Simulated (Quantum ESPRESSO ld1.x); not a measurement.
**Atomic calculation, with input and output: S (charge +0.5)**

System: S with charge +0.5 in the configuration [Ne] 3s1.5 3p4 (3s: 1 up, 0.5 down, 3p: 3 up, 1 down).
Method: non-relativistic Kohn-Sham, LDA (Slater exchange, Perdew-Wang correlation), spin-polarised, spherical densities, point nucleus, Perdew-Zunger self-interaction correction (Quantum ESPRESSO ld1.x 7.5).

**Summary**

- outcome: converged
- total energy: −398.508701 hartree
- kinetic energy: 398.027689 hartree
- electron–nucleus energy: −944.197362 hartree
- Hartree energy: 173.873863 hartree
- exchange–correlation energy (with the self-interaction term): −26.212892 hartree
- radius at density 0.001 e/bohr³: 3.91 bohr
- SCF iterations: 60
- hardware: 1 CPU thread, shared host
- wall time: 1.3 s

**Input file**
```
 &input
    atom='S',
    iswitch=1,
    rel=0,
    lsd=1,
    dft='PW',
    config='[Ne] 3s1 3s0.5 3p4',
    isic=1,
    verbosity='high',
    prefix='ld1',
    max_out_wfc=37,
    file_charge='ld1.rho',
 /
```

**Log**
```
     Program LD1 v.7.5 starts

     --------------------------- All-electron run ----------------------------

     atomic number is 16.00
     dft =PW   lsd =1 sic =1 latt =0  beta=0.20 tr2=1.0E-14
     Exchange-correlation= PW
                           (   1   4   0   0   0   0   0)
     mesh =1799 r(mesh) = 100.62606 a.u. xmin = -7.00 dx = 0.00800
     1 Ry =  13.60569312 eV

     n l     nl                  e(Ry)          e(Ha)          e(eV)
     1 0     1S 1( 1.00)    -183.976347114     -91.988173557  -2503.1257207
     2 0     2S 1( 1.00)     -17.238200442      -8.619100221   -234.5376652
     2 1     2P 1( 3.00)     -13.608168028      -6.804084014   -185.1485582
     3 0     3S 1( 1.00)      -2.107830327      -1.053915164    -28.6784926
     3 0     3S 2( 0.50)      -1.922463092      -0.961231546    -26.1564429
     3 1     3P 1( 3.00)      -1.286383383      -0.643191692    -17.5021376
     1 0     1S 2( 1.00)    -183.943354592     -91.971677296  -2502.6768346
     2 0     2S 2( 1.00)     -17.201180863      -8.600590431   -234.0339882
     2 1     2P 2( 3.00)     -13.564928085      -6.782464042   -184.5602488
     3 1     3P 2( 1.00)      -1.114817498      -0.557408749    -15.1678648

     final scf error:  4.5E-15 reached in  60 iterations

     Etot =    -797.017403 Ry,    -398.508702 Ha,  -10843.974205 eV
     Total magnetization:    2.50 Bohr mag.

     Ekin =     796.055377 Ry,     398.027689 Ha,   10830.885173 eV
     Encl =   -1888.394724 Ry,    -944.197362 Ha,  -25692.919107 eV
     Eh   =     347.747726 Ry,     173.873863 Ha,    4731.348840 eV
     Exc  =     -52.425783 Ry,     -26.212891 Ha,    -713.289110 eV

     SIC information:
     Esich=     -38.245764 Ry,     -19.122882 Ha,    -520.360122 eV
     Esicxc=     34.014991 Ry,      17.007495 Ha,     462.797526 eV
     Esictot=    -4.230773 Ry,      -2.115386 Ha,     -57.562596 eV

     tot-Exc=   -48.195010 Ry,     -24.097505 Ha,    -655.726514 eV
     int-Exc=   -14.180019 Ry,      -7.090010 Ha,    -192.928988 eV
     int-Eh=    309.501962 Ry,     154.750981 Ha,    4210.988718 eV

     normalization and overlap integrals

     s(1S/1S) =  1.000000  <r> =   0.0972  <r2> =    0.0127  r(max) =   0.0640
     s(1S/2S) =  0.004492
     s(1S/3S) =  0.001104
     s(2S/2S) =  1.000000  <r> =   0.4836  <r2> =    0.2784  r(max) =   0.3904
     s(2S/3S) =  0.004124
     s(2P/2P) =  1.000000  <r> =   0.4416  <r2> =    0.2435  r(max) =   0.3248
     s(2P/3P) =  0.010204
     s(3S/3S) =  1.000000  <r> =   1.6606  <r2> =    3.1978  r(max) =   1.4041
     s(3S/3S) =  1.000000  <r> =   1.6875  <r2> =    3.3190  r(max) =   1.4041
     s(3S/1S) =  0.001086
     s(3S/2S) =  0.004023
     s(3P/3P) =  1.000000  <r> =   1.9340  <r2> =    4.4321  r(max) =   1.5580
     s(1S/1S) =  1.000000  <r> =   0.0972  <r2> =    0.0127  r(max) =   0.0640
     s(1S/2S) =  0.004493
     s(2S/2S) =  1.000000  <r> =   0.4831  <r2> =    0.2777  r(max) =   0.3904
     s(2P/2P) =  1.000000  <r> =   0.4410  <r2> =    0.2427  r(max) =   0.3248
     s(2P/3P) =  0.009695
     s(3P/3P) =  1.000000  <r> =   2.0160  <r2> =    4.8605  r(max) =   1.5831

     ------------------------ End of All-electron run ------------------------
```

**Slater integrals of the outer shells (hartree)**

| integral | value |
| --- | --- |
| F0(3p,3p) | 0.4684 |
| F2(3p,3p) | 0.2334 |
| F0(3p,3s) | 0.5019 |
| G1(3p,3s) | 0.3286 |
| F0(3p,2p) | 0.6455 |
| F2(3p,2p) | 0.1049 |
| G0(3p,2p) | 0.0444 |
| G2(3p,2p) | 0.0424 |
| F0(3s,3s) | 0.5434 |
| F0(3s,2p) | 0.7277 |
| G1(3s,2p) | 0.0540 |
| F0(2p,2p) | 2.0787 |
| F2(2p,2p) | 0.9616 |

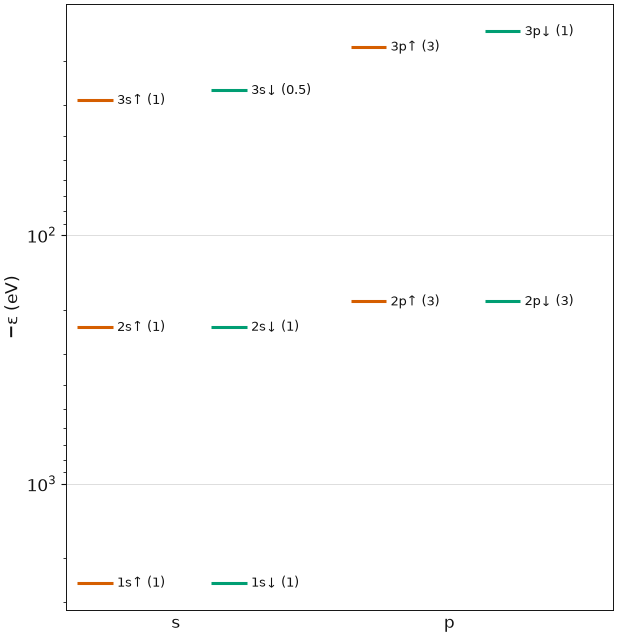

*All occupied levels, on a logarithmic scale of binding energy, are drawn by angular momentum (occupations in brackets, up spins at the left of each column and down spins at the right).*

The highest occupied level is 3p down at −15.2 eV. The highest 6 occupied levels, from the top down, are 3p down (−15.2 eV), 3p up (−17.5 eV), 3s down (−26.2 eV), 3s up (−28.7 eV), 2p down (−184.6 eV), 2p up (−185.1 eV). The largest exchange splitting (down less up) among the shells drawn in both spins is that of 3s, 2.52 eV.

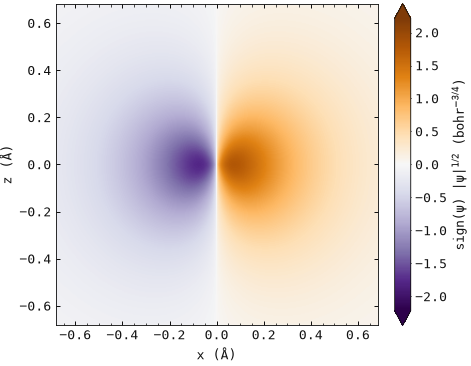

*The 2p(x) orbital of down spin. In the xz plane through the nucleus, the colour gives the signed square root of ψ. (1 bohr = 0.529 Å.) The radial function comes from the spherical calculation and is multiplied by a real spherical harmonic; the overall sign is chosen so that the largest lobe of P(r) is positive.*

It has the nodal plane yz and no radial node. The maximum of P² lies at 0.325 bohr, ⟨r⟩ = 0.441 bohr, 90 % of the charge lies within 0.734 bohr, and the eigenvalue is −184.6 eV, with 3 electrons in the shell for this spin.

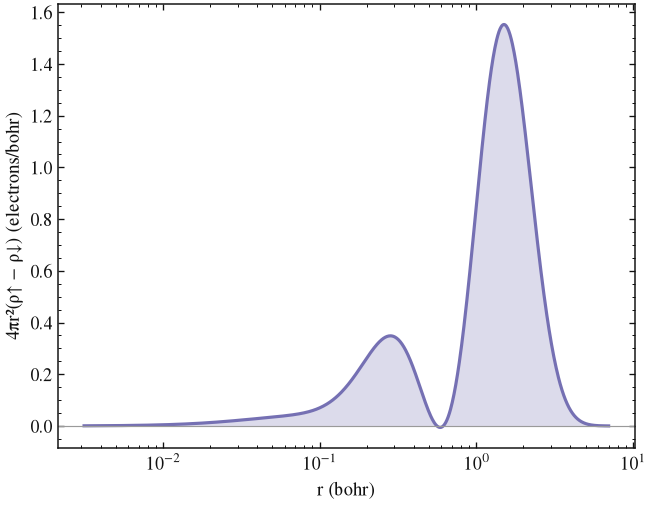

*The radial spin density.*

The curve integrates to 2.5 unpaired electrons, held by 3s (+0.5) and 3p (+2). Its largest value, 1.55 electrons/bohr, lies near r = 1.5 bohr. Regions of the opposite sign are negligible.
